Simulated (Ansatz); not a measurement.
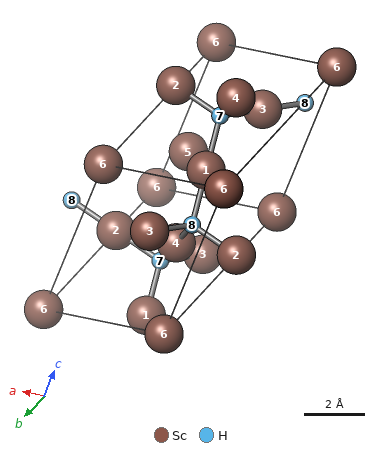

Crystalline Sc₃H (a generated structure, set up in I4_1/amd), before the relaxation. A ball-and-stick model of the cell of the calculation, seen from a free direction.

These are results of DFT PBE, scalar-relativistic, plane waves, PAW (Ansatz), not measurements.

The input:
```yaml
crystal:
  lattice:
    - [-3.1058552427, 3.1058552427, 4.3626854397]
    - [3.1058552427, -3.1058552427, 4.3626854397]
    - [3.1058552427, 3.1058552427, -4.3626854397]
  atoms:
    - { symbol: Sc, position: [0.375, 0.625, 0.75] }
    - { symbol: Sc, position: [0.875, 0.625, 0.25] }
    - { symbol: Sc, position: [0.375, 0.125, 0.75] }
    - { symbol: Sc, position: [0.375, 0.625, 0.25] }
    - { symbol: Sc, position: [0.75, 0.25, 0.5] }
    - { symbol: Sc, position: [0.0, 0.0, 0.0] }
    - { symbol: H, position: [0.5, 0.5, 0.0] }
    - { symbol: H, position: [0.25, 0.75, 0.5] }
basis:
  ecutwfc: 420
kpoints:
  mp_grid: { grid: [8, 8, 8] }
hamiltonian:
  xc: pbe
scf:
  occupations: { method: gaussian, width: 0.1 }
output:
  forces: true
  stress: true
  eigenvalues: true
  write_density: true
  write_potential: true
  elf: true
  volumetric_format: npy
relax:
  adjacent_minimum: "off"
  f_tol: 0.01
  max_steps: 80
  cell: { stress_tol: 0.05 }
```

Run as
```bash
ansatz run input.yaml --threads 1 --pin off --max-ram 2560MiB --backend cpu --events-out ev --progress --plain --runs-dir out
```

**Where does the relaxation end?**

No atom moves by more than 0.005 Å relative to the cell. The volume changes by +0.1 %, with a = b = c 6.191 → 6.199 Å (+0.1 %), α 119.8° → 120.0°, β 119.8° → 120.0°, γ 90.4° → 90.0°. Some distances before and after: Sc1–Sc2 3.106 → 3.099 Å, Sc1–Sc3 3.095 → 3.100 Å. The space group (tolerance 0.01 Å) goes from I4_1/amd (No. 141) to Fd-3m (No. 227). The energy falls by 0.1 meV per atom in 2 accepted moves (3 points after the start). All forces vanish by symmetry, so only the cell relaxes. Pressure: 0.06 GPa at the start and 0.03 GPa at the end. At 1 point the geometry stayed and the basis and grid were re-selected for the new cell (energy shift of less than 0.05 meV per atom at most each time). The run took 96 s on 1 thread of Arm Neoverse V2 (shared host), peak memory 0.62 GiB.

Step by step:

```tsv
step	E − E(0), meV/atom	pressure, GPa	volume, Å³/atom	note
0	0.00	0.06	21.042	
1	-0.07	-0.03	21.073	
2	-0.08	0.03	21.053	
3	-0.09	0.03	21.053	same geometry, new basis
```

The structure at the end:

```
Sc H
1.0
    -3.09912    3.09912    4.38396
     3.09912   -3.09912    4.38396
     3.09912    3.09912   -4.38396
Sc H
6 2
Direct
  0.37500 0.62500 0.75000
  0.87500 0.62500 0.25000
  0.37500 0.12500 0.75000
  0.37500 0.62500 0.25000
  0.75000 0.25000 0.50000
  0.00000 0.00000 0.00000
  0.50000 0.50000 0.00000
  0.25000 0.75000 0.50000
```
